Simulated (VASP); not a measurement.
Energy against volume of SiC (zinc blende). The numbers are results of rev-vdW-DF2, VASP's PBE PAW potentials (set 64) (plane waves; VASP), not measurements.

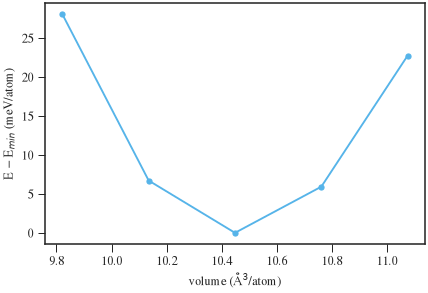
Fig. 1. Energy against volume

### Question
Estimate the equilibrium volume and the bulk modulus.

### Answer
The minimum lies near 10.5 Å³/atom, and the curvature gives B0 of about 210 GPa.

Measured: bulk modulus 229 GPa at 0 K (computed value off by -6.4 %), as given by Daniel Mejia-Rodriguez et al., Physical Review B (2018), arXiv:1807.09216 [0 K value with the zero-point phonon effect removed]; a 4.346 Å at 0 K (computed value off by +0.6 %), as given by Daniel Mejia-Rodriguez et al., Physical Review B (2018), arXiv:1807.09216 [static lattice: zero-point anharmonic expansion removed].

The compound is SiC in the zinc blende structure. It was relaxed first.
